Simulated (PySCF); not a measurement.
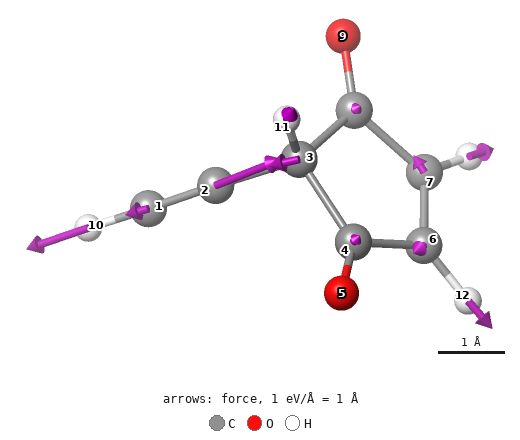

Starting geometry of C7H4O2 with the computed forces as purple arrows. The picture is a ball-and-stick view, seen at a tilt.

The start comes from GFN2-xTB.

Level of theory: PBE0-D3(BJ)/def2-SVP geometry optimisation, gas phase in PySCF. 

> Is this structure relaxed? If not, where do the atoms go?

It isn't relaxed: the largest force vector, on a C atom, is 1.24 eV/Å. The final displacements have little in common with the starting forces (cosine between the two patterns 0.02). Over 10 geometry steps the energy falls by 2.15 kcal/mol. An H atom moves most after the best rigid fit: 0.56 Å. Largest moves by element: H 0.56 Å, O 0.53 Å, C 0.37 Å. Near-neighbour distances that change, for instance: C–H 1.049 → 1.074 Å, C–H 1.077 → 1.092 Å, C–H 1.093 → 1.107 Å, C–C 1.197 → 1.209 Å. Among the angles between lasting bonds that change: C–C–C 109.0° → 115.2°, C–C–H 112.6° → 106.5°, C–C–H 112.5° → 106.7°. Groups turn about C–C by about 25°, C–C by about 25°.
